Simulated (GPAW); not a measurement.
# Optical response of TiSi2, part 2 of 2

Aim: the dielectric function of TiSi2, and the optical constants that follow from it.

GPAW 26.7.0; DFT, PBE, plane-wave PAW (GPAW data sets), scalar-relativistic, RPA, optical limit.

So far. Step 2 (Ground state): There are states at the Fermi level within the smearing, so the occupations stay smeared and the carriers get a Drude term.

## 4. Dielectric function, RPA

Transitions between filled and empty bands, summed over the zone, give the optical response, so mesh, band count and broadening shape it.

The induced potential is part of this response.

This step: DFT, PBE, plane-wave PAW (GPAW data sets), scalar-relativistic, RPA, optical limit (GPAW 26.7.0).

The input, df.py:

```python
from gpaw.response.df import DielectricFunction

df = DielectricFunction('full.gpw', frequencies={'type': 'nonlinear', 'domega0': 0.03, 'omega2': 8},
                        ecut=80,
                        eta=0.1,
                        nbands=49,
                        rate=0.1,
                        txt='df.txt')
for direction in ['x', 'y', 'z']:
    df.get_dielectric_function(xc='RPA', direction=direction, filename=f'df_{direction}.csv')
```

On the command line:

```sh
$ OMP_NUM_THREADS=1 python df.py
```

Numbers of over 12 decimals in the logs are rounded to 6 here.

Log:

```text
Using integrator: PointIntegrator
NonLinearFrequencyDescriptor(from 0.000 to 75.033 eV, 513 points)
Nonperiodic BCs:  [False False False]
Using integrator: PointIntegrator
NonLinearFrequencyDescriptor(from 0.000 to 75.033 eV, 513 points)
Nonperiodic BCs:  [False False False]
Using integrator: PointIntegrator

Calculating chi0 body with:
    Ground state adapter containing:
    Number of spins: 1
    Number of kpoints: 1440
    Number of irreducible kpoints: 398
    Number of completely occupied states: 18
    Number of partially occupied states: 22

    Linear response parametrization:
    q_c: [0.0, 0.0, 0.0]
    Number of frequency points: 513
    Planewave cutoff: 80.0
    Number of bands: 49
    Number of planewaves: 151
    Broadening (eta): 0.1

Integrating chi0 body.

Symmetries of q_c:
    Direct symmetries (Uq -> q): 4
    Indirect symmetries (TUq -> q): 0
In total 4 allowed symmetries.

398 groups of equivalent kpoints. 72.361111% reduction.

Integral kind: spectral function

Calculating chi0 optical extensions with:
    Ground state adapter containing:
    Number of spins: 1
    Number of kpoints: 1440
    Number of irreducible kpoints: 398
    Number of completely occupied states: 18
    Number of partially occupied states: 22

    Linear response parametrization:
    Number of frequency points: 513
    Planewave cutoff: 80.0
    Number of bands: 49
    Number of planewaves: 151
    Broadening (eta): 0.1
Integrating chi0 head and wings.

Symmetries of q_c:
    Direct symmetries (Uq -> q): 4
    Indirect symmetries (TUq -> q): 0
In total 4 allowed symmetries.

398 groups of equivalent kpoints. 72.361111% reduction.

Integral kind: spectral function wings

Calculating drude chi0 with:
    Number of frequency points:513
    Plasma frequency decay rate: 0.1 eV

    Ground state adapter containing:
    Number of spins: 1
    Number of kpoints: 1440
    Number of irreducible kpoints: 398
    Number of completely occupied states: 18
    Number of partially occupied states: 22

Symmetries of q_c:
    Direct symmetries (Uq -> q): 4
    Indirect symmetries (TUq -> q): 0
In total 4 allowed symmetries.

398 groups of equivalent kpoints. 72.361111% reduction.

Integral kind: intraband
Plasma frequency:
[[3.43+0.j 0.  +0.j 0.  -0.j]
 [0.  +0.j 2.26-0.j 0.  +0.j]
 [0.  -0.j 0.  +0.j 3.76+0.j]]
```

The job ended after 3.1 min (1 thread of Intel Xeon 6975P-C (Granite Rapids), shared host; peak memory 0.87 GiB).

Some rows of df_x.csv (energy; Re and Im without local fields; Re and Im with them):

```text
0.000000, 1307.732917, 0.000000, 1307.157750, 0.000000
0.460735, -27.063311, 58.602477, -27.690203, 58.731399
0.943989, 15.366787, 31.187111, 14.638978, 30.907033
1.451455, 10.079286, 22.122120, 9.244869, 21.717957
1.984998, 9.383576, 24.691748, 8.998663, 24.242121
2.546682, 5.816591, 20.993922, 5.425359, 20.561396
3.138794, 4.525102, 20.215782, 4.260098, 19.505806
3.763875, 0.616943, 18.904853, 0.767828, 18.302218
4.424758, -0.418757, 15.290131, -0.324796, 15.042436
5.124608, -2.631047, 16.215662, -2.438799, 15.498902
5.866977, -5.712289, 11.701823, -5.581999, 11.366036
6.655862, -6.489441, 8.488866, -6.332785, 8.202813
7.495775, -5.763357, 5.537562, -5.441241, 5.296308
8.391833, -5.053078, 3.762571, -4.752890, 3.756311
9.349861, -4.190203, 2.064442, -4.010052, 2.111335
10.376517, -3.014166, 1.188847, -2.901226, 1.226388
11.479449, -2.247199, 0.787073, -2.133768, 0.860246
12.667487, -1.626950, 0.544131, -1.549748, 0.646787
13.950874, -1.094366, 0.291513, -1.086469, 0.395889
```

The Im ε has structure finer than the step of the table below, so its rows give means over 1 eV, whole bins alone (the curve runs from 0.305 to 14.6 eV). Peaks (eV: height): E ∥ y 1.1: 30.9, 5.2: 20.2; E ∥ z 3.8: 25.2.

Sum at mesh points, not converged in k. Table of Im ε by photon energy; means over each step:

```
photon energy (eV)  E ∥ x  E ∥ y  E ∥ z
                 1   29.9   27.4   25.5
                 2   23.1   27.5   19.3
                 3   19.9   20.6   17.4
                 4   17.2   14.8   21.6
                 5   15.0   17.4   17.8
                 6   11.1   12.6   12.3
                 7   6.84   7.27   7.14
                 8   4.28   3.42   3.64
                 9   2.61   2.18   2.03
                10   1.50   1.40   1.39
                11   1.04   1.00  0.897
                12  0.773  0.755  0.657
                13  0.595  0.525  0.458
                14  0.398  0.377  0.324
```

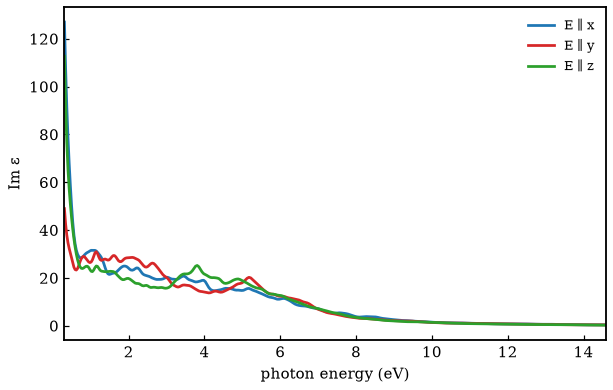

Im ε, plotted against photon energy.

Values under 1 per cm are given as 1; sum at mesh points, not converged in k. Absorption coefficient against photon energy:

```
photon energy (eV)  E ∥ x (1/cm)  E ∥ y (1/cm)  E ∥ z (1/cm)
              1.01         3.3e5         2.4e5         2.7e5
              1.99         5.8e5         6.1e5         5.0e5
              3.02         8.6e5         9.7e5         6.3e5
              3.98         1.3e6         1.0e6         1.3e6
              4.98         1.5e6         1.5e6         1.7e6
              6.02         1.8e6         1.9e6         2.0e6
              6.99         2.0e6         2.2e6         2.1e6
              8.03         2.0e6         2.0e6         2.1e6
              9.02         2.0e6         1.9e6         2.0e6
             10.03         1.9e6         1.9e6         1.9e6
             11.03         1.8e6         1.8e6         1.8e6
             12.02         1.6e6         1.7e6         1.7e6
             13.00         1.6e6         1.6e6         1.6e6
             14.04         1.5e6         1.4e6         1.5e6
```

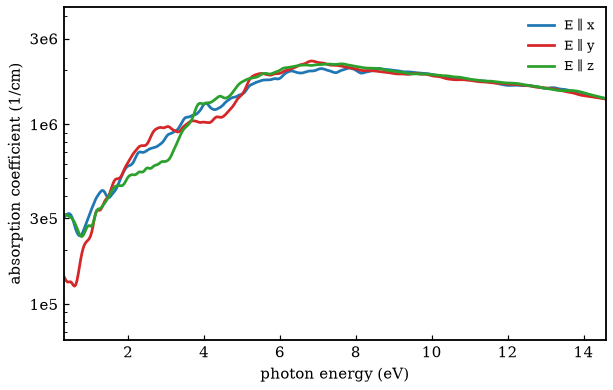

Absorption coefficient against photon energy.

Sum at mesh points, not converged in k. Loss function −Im 1/ε at q → 0 against energy loss; read off at these points:

```csv
energy loss (eV),E ∥ x,E ∥ y,E ∥ z
1,0.0264,0.0187,0.0352
2,0.0366,0.0293,0.0418
3,0.0463,0.0496,0.0440
4,0.0530,0.0707,0.0463
5,0.0665,0.0552,0.0510
6,0.0733,0.0647,0.0600
7,0.0762,0.0576,0.0640
8,0.0854,0.0725,0.0676
9,0.0956,0.0969,0.0825
10,0.110,0.108,0.104
11,0.146,0.149,0.125
12,0.210,0.194,0.166
13,0.265,0.233,0.204
14,0.301,0.327,0.236
```

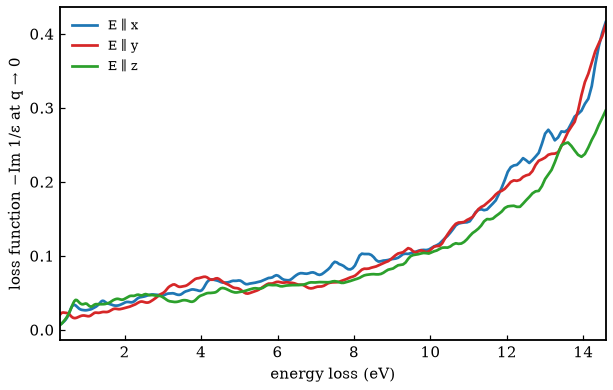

Loss function −Im 1/ε at q → 0 against energy loss.

Sum at mesh points, not converged in k. The Im ε, E ∥ x by photon energy; read off at these points:

```csv
photon energy (eV),without local fields,with local fields
1.0,31.7,31.4
1.9,25.4,24.9
2.0,24.5,24.0
3.0,20.9,20.2
4.0,19.0,18.7
5.0,15.4,14.8
6.0,11.6,11.2
7.0,7.38,7.11
8.0,3.82,3.79
9.0,2.49,2.52
10.0,1.40,1.45
11.0,0.969,1.02
12.0,0.713,0.772
13.0,0.479,0.605
14.0,0.286,0.388
```

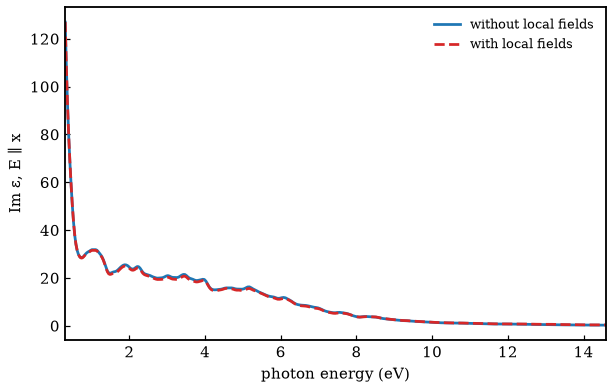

Im ε, E ∥ x, plotted against photon energy.

The reflectivity at normal incidence has structure finer than the step of the table below, so its rows give means over 1 eV, whole bins alone (the curve runs from 0.305 to 14.6 eV). Peaks (eV: height): E ∥ x 2.2: 53.0, 4.0: 54.7, 7.2: 64.2, 8.0: 66.7, 10.2: 71.5, 14.1: 70.8; E ∥ y 10.2: 72.6.

Sum at mesh points, not converged in k. Reflectivity at normal incidence against photon energy; means over each step:

```
photon energy (eV)  E ∥ x (%)  E ∥ y (%)  E ∥ z (%)
                 1       57.1       54.8       54.8
                 2       51.7       54.6       48.1
                 3       50.2       52.7       46.2
                 4       51.7       47.0       53.4
                 5       52.8       52.0       56.0
                 6       58.0       59.3       61.0
                 7       62.0       67.6       66.5
                 8       63.7       70.5       71.4
                 9       68.0       69.6       72.9
                10       70.7       71.5       72.4
                11       69.6       69.7       73.6
                12       68.0       69.1       73.1
                13       67.8       70.6       73.6
                14       69.8       70.0       75.0
```

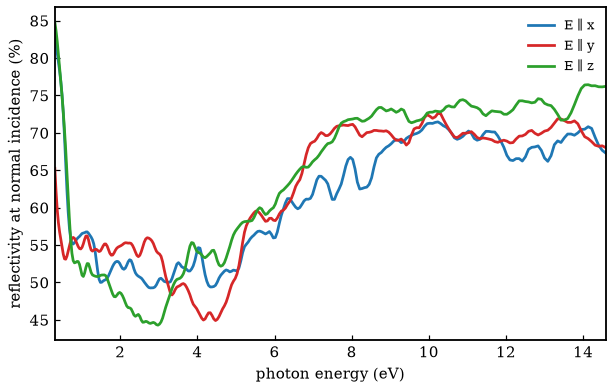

Reflectivity at normal incidence against photon energy.

At chosen wavelengths:

| wavelength (nm) | n x | k x | R (%) x | 1/α x | n y | k y | R (%) y | 1/α y |
| --- | --- | --- | --- | --- | --- | --- | --- | --- |
| 1064 | 4.67 | 3.308 | 56.6 | 26 nm | 5.48 | 2.777 | 55.9 | 30 nm |
| 800 | 4.26 | 2.555 | 50.2 | 25 nm | 5.18 | 2.770 | 54.8 | 23 nm |
| 633 | 4.23 | 2.906 | 52.7 | 17 nm | 4.73 | 2.998 | 54.8 | 17 nm |
| 532 | 3.78 | 2.970 | 52.3 | 14 nm | 4.09 | 3.211 | 54.8 | 13 nm |
| 405 | 3.54 | 2.832 | 50.5 | 11 nm | 3.06 | 3.132 | 53.4 | 10 nm |
| 365 | 3.50 | 2.924 | 51.4 | 9.9 nm | 3.09 | 2.717 | 48.7 | 11 nm |
| 248 | 2.54 | 2.906 | 51.6 | 6.8 nm | 3.11 | 2.895 | 50.8 | 6.8 nm |

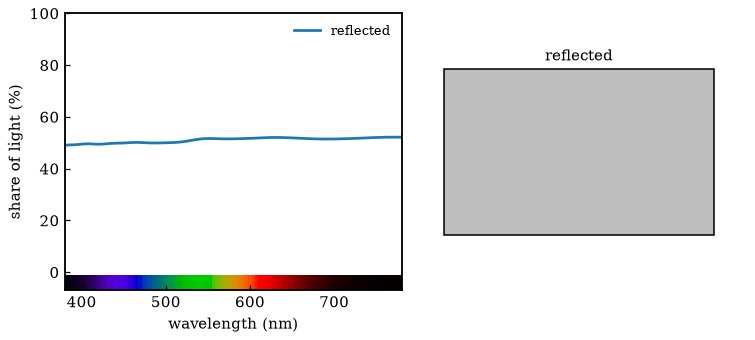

Light reflected across the visible range, with the colour that it makes of daylight (sRGB).

A polished face would reflect 51 % of daylight and look light grey (CIE x = 0.316, y = 0.332 under D65).

## 5. Results

**Reading.** At this level (PBE, RPA) TiSi2 is a metal. The mesh is too coarse to trust the carriers' weight, the reflectivity or the colour to better than tens of per cent. A polished face would reflect 51 % of daylight and look light grey (CIE x = 0.316, y = 0.332 under D65). The carriers' damping of 0.1 eV is typed, not computed; it shapes the response at the lowest energies. The curves end at 15 eV, about where the summed bands run out. In this version of GPAW the matrix elements of the optical limit are incomplete, which can lower ε − 1 by up to a tenth where first-row anions or d states rule, and shift it by more in d metals. GPAW's carrier term has the form −ωp²/(ω + i·rate)², which damps like twice the rate and fails at low energy, so the curves leave the lowest energies out. The sum runs over mesh points 0.18 Å⁻¹ apart with no interpolation, so peaks are partly noise of the mesh, and the Drude plasma energy, a sum over the Fermi surface, isn't converged.

[Machine, clock and banner lines and Python warnings are left out of the logs.]

[Logs are printed without paths, hosts, clocks, repeated set-up lines and the standing remarks that a program may print on its own settings, such as how far it seeks lower states.]

[Hosts, paths, dates, database ids (printed as entryN), source tags and the programs' standing remarks are cut or masked in the printed files.]
